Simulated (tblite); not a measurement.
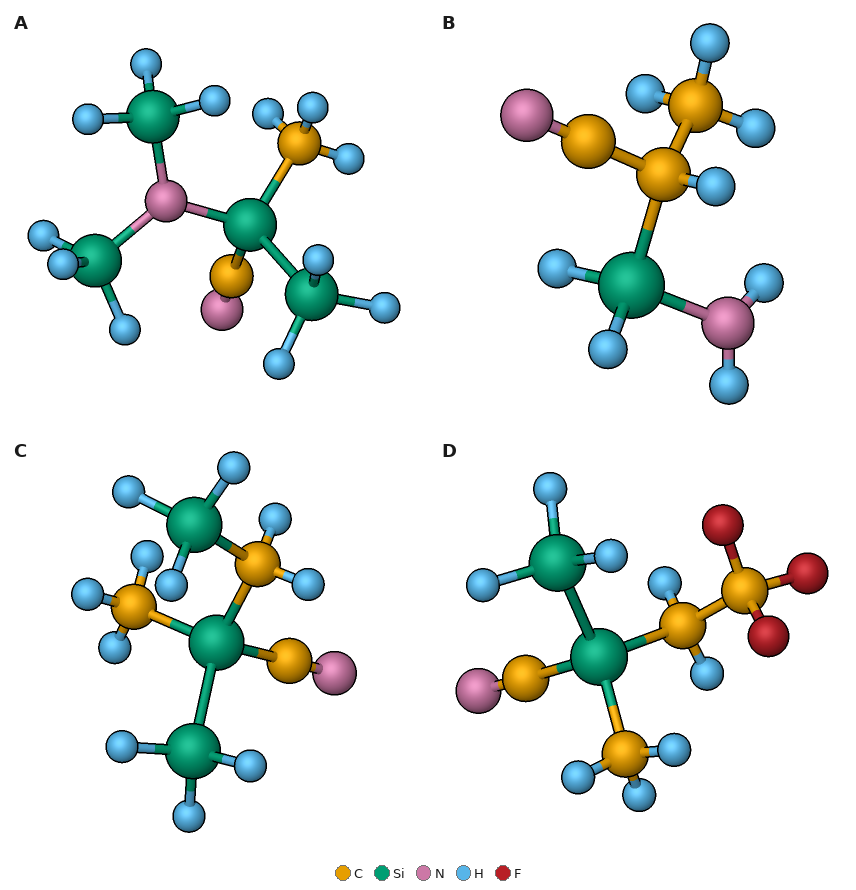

Figure made from data computed with tblite.

Q: Match each picture to its SMILES.
(1) C[Si@]([SiH3])(C#N)N([SiH3])[SiH3]
(2) C[Si@@]([SiH3])(C#N)C[SiH3]
(3) C[C@@H](C#N)[SiH2]N
(4) C[Si@]([SiH3])(C#N)CC(F)(F)F

A: A is (1), B is (3), C is (2), D is (4).
